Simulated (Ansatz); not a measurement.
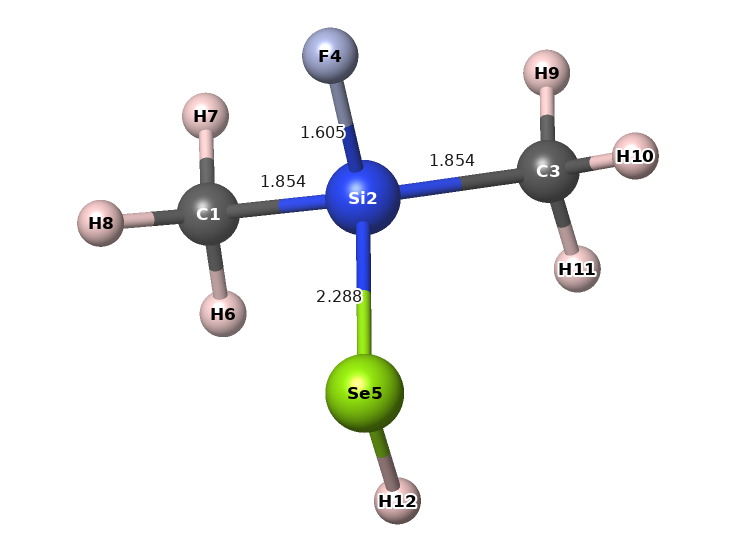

Bond lengths are marked in Å; every bond is drawn as one stick. The computed structure is the end point of a PBE0-D4/def2-TZVP optimisation.

Assign a bond order to each marked bond.

C1–Si2 single; Si2–C3 single; Si2–F4 single; Si2–Se5 single.

Write the SMILES.

C[Si](C)(F)[SeH]
